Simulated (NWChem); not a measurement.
# CH5FSi (SMILES C[SiH2]F): CAM-B3LYP/6-31G(d) (spherical functions)

Aim: the vertical ionisation energy of CH5FSi at CAM-B3LYP/6-31G* (spherical functions), from 2 runs. 

The results are computed with NWChem 7.3.0.

## 1. The molecule

The species is CH5FSi (8 atoms), meant as a singlet with charge 0. As SMILES, `C[SiH2]F`. Geometry: relaxed at PBE0-D4/def2-TZVP.

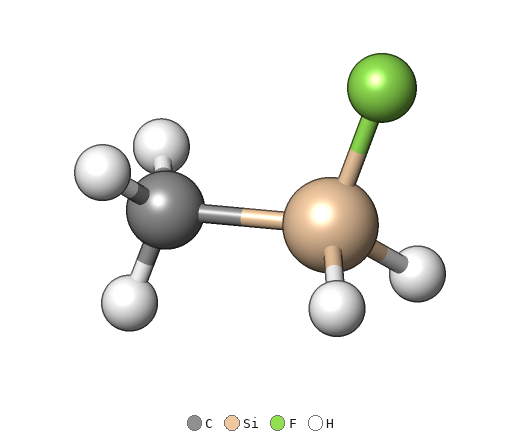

The structure, seen from a chosen angle (carbon grey, silicon light orange, fluorine green, hydrogen white).

## 2. The energy at CAM-B3LYP/6-31G(d) (spherical functions)

geom.nw

```
start geom
title "CH5FSi"
memory stack 880 mb heap 220 mb global 1100 mb

geometry noautosym nocenter noautoz
  C       -0.521400       0.700300      -0.437000
  Si       0.448400      -0.642000       0.395200
  F        1.946500      -0.649600      -0.178800
  H       -0.562400       0.542500      -1.517100
  H       -1.546700       0.713200      -0.056500
  H       -0.077200       1.680300      -0.248400
  H        0.538700      -0.420800       1.860700
  H       -0.133700      -1.981200       0.126000
end

basis spherical bse
  * library 6-31G*
end

dft
  xc xcamb88 1.00 lyp 0.81 vwn_5 0.19 hfexch 1.00
  cam 0.33 cam_alpha 0.19 cam_beta 0.46
  mult 1
  grid fine
  convergence energy 1e-08
  direct
  iterations 100
  mulliken
  noprint "final vectors analysis"
end

task dft
```

Started as:

```console
$ nwchem geom.nw > geom.out
```

Standard output:

```text
[...]
          Wavefunction type:  closed shell.
          No. of atoms     :     8
          No. of electrons :    34
[...]
          Charge           :     0
          Spin multiplicity:     1
[...]
          AO basis - number of functions:    56
[...]
              XC Information
              --------------
                     Hartree-Fock (Exact) Exchange  1.000
                   CAM-Becke88 Exchange Functional  1.000
                      VWN V Correlation Functional  0.190 local
              Lee-Yang-Parr Correlation Functional  0.810
[...]
 d= 0,ls=0.0,diis     1   -430.3922100100 -5.46D+02  1.41D-02  4.37D-01     1.4
[...]
 d= 0,ls=0.0,diis     8   -430.4409369279 -2.52D-09  1.05D-06  6.40D-09     9.2
         Total DFT energy =     -430.440936927939
      One electron energy =     -825.612131380954
           Coulomb energy =      317.932308569919
    Exchange-Corr. energy =      -38.720237935145
 Nuclear repulsion energy =      115.959123818242
[...]
      Total Density - Mulliken Population Analysis
     ---------------------------------------------
    Atom       Charge   Shell Charges
 -----------   ------   -------------------------------------------------------
    1 C    6     6.70   2.00  0.66  2.16  0.67  1.19  0.02
    2 Si  14    13.23   2.00  2.00  5.96  0.92  1.68  0.18  0.23  0.26
    3 F    9     9.40   2.00  0.92  3.32  1.03  2.12  0.01
    4 H    1     0.82   0.51  0.31
    5 H    1     0.82   0.51  0.31
    6 H    1     0.82   0.51  0.31
    7 H    1     1.11   0.51  0.60
    8 H    1     1.11   0.51  0.60
[...]
```

Wall time 9.9 s (1 thread of Intel Xeon 6975P-C (Granite Rapids), shared host); peak memory 0.11 GiB.

## 3. The doublet cation, same level

run.nw

```
start run
memory 2200 mb
charge 1

geometry units angstroms noautosym nocenter noautoz
  C     -0.521400     0.700300    -0.437000
  Si     0.448400    -0.642000     0.395200
  F      1.946500    -0.649600    -0.178800
  H     -0.562400     0.542500    -1.517100
  H     -1.546700     0.713200    -0.056500
  H     -0.077200     1.680300    -0.248400
  H      0.538700    -0.420800     1.860700
  H     -0.133700    -1.981200     0.126000
end

basis "ao basis" spherical bse
  * library 6-31G*
end

dft
  xc xcamb88 1.00 lyp 0.81 vwn_5 0.19 hfexch 1.00
  cam 0.33 cam_alpha 0.19 cam_beta 0.46
  mult 2
  grid fine
  convergence energy 1e-08
  direct
  maxiter 100
  mulliken
  print low
end

task dft energy
```

Started as:

```console
$ nwchem run.nw > run.out
```

Standard output:

```text
[...]
 d= 0,ls=0.0,diis     1   -429.8181114478 -5.46D+02  1.42D-02  4.72D-01     1.5
[...]
 d= 0,ls=0.0,diis    17   -430.0020123610  7.28D-09  2.98D-07  2.49D-11    24.2
[...]
         Total DFT energy =     -430.002012360966
      One electron energy =     -816.629156179570
           Coulomb energy =      308.997609789782
    Exchange-Corr. energy =      -38.329589789419
 Nuclear repulsion energy =      115.959123818242
[...]
      Total Density - Mulliken Population Analysis
     ---------------------------------------------
    Atom       Charge   Shell Charges
 -----------   ------   -------------------------------------------------------
    1 C    6     6.74   2.00  0.66  2.16  0.69  1.21  0.02
    2 Si  14    13.16   2.00  2.00  5.96  1.02  1.66  0.11  0.15  0.25
    3 F    9     9.25   2.00  0.94  3.29  1.02  2.00  0.01
    4 H    1     0.72   0.49  0.23
    5 H    1     0.75   0.50  0.25
    6 H    1     0.72   0.49  0.23
    7 H    1     0.83   0.45  0.38
    8 H    1     0.83   0.45  0.38
[...]
      <S2> =      0.7631 (Exact =     0.7500)
[...]
```

Wall time 25 s (1 thread of Intel Xeon 6975P-C (Granite Rapids), shared host); peak memory 0.11 GiB.

## 4. What came out

Level: CAM-B3LYP/6-31G* (spherical functions).

```
                                          quantity          value
                      singlet CH5FSi: total energy  -430.44094 Eh
                     singlet CH5FSi: dipole moment         1.72 D
                      doublet cation: total energy  -430.00201 Eh
                              doublet cation: ⟨S²⟩          0.763
vertical ionisation energy (to the doublet cation)      11.944 eV
```

**Reading.** The vertical ionisation energy comes to 11.94 eV (275 kcal/mol). Mulliken charges (singlet CH5FSi) run from -0.70 on C1 to +0.77 on Si2.
